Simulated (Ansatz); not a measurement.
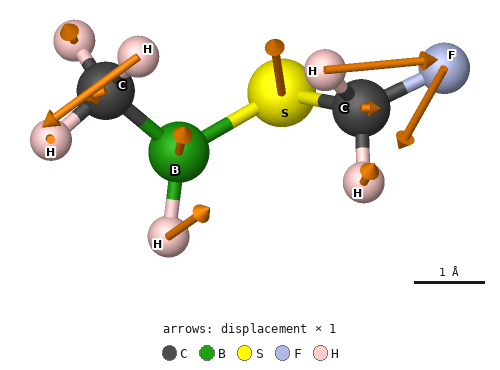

This is a relaxation of C₂H₆BFS (coarse preliminary run). The starting structure is drawn; orange arrows show the displacements, at their true length. The two geometries are superimposed by the best rigid fit.

Style: ball-and-stick. Shown at a tilt.

The start comes from a force field.

Level of theory: RKS PBE-D4/def2-SVP in Ansatz 0.2.0. Settings: force threshold 0.03 eV/Å; at most 200 steps.

What happened in the run?

Answer. The atom that moves furthest after the best rigid fit is an H atom (1.77 Å). By element the largest moves are H 1.77 Å, F 1.69 Å, S 1.53 Å, B 0.73 Å, C 0.44 Å. Near-neighbour distances that change, for instance: B–S 1.868 → 1.792 Å, C–H 1.160 → 1.110 Å, C–H 1.065 → 1.107 Å, C–F 1.342 → 1.370 Å. Bond angles that change, for instance: F–C–H 115.3° → 109.7°, B–S–C 97.0° → 102.4°, H–C–H 106.1° → 110.4°. Groups turn about C–S by about 105°, B–S by about 90°, B–C by about 65°. After 24 accepted moves (28 points after the start) the energy has fallen by 29.8 kcal/mol. The largest force component goes from 3.1 to 0.022 eV/Å. The line search rejected the trial steps at points 10, 14, 26, 27 of the run. Cost: 33 s on 4 threads of Arm Neoverse V1, with other jobs on the host.
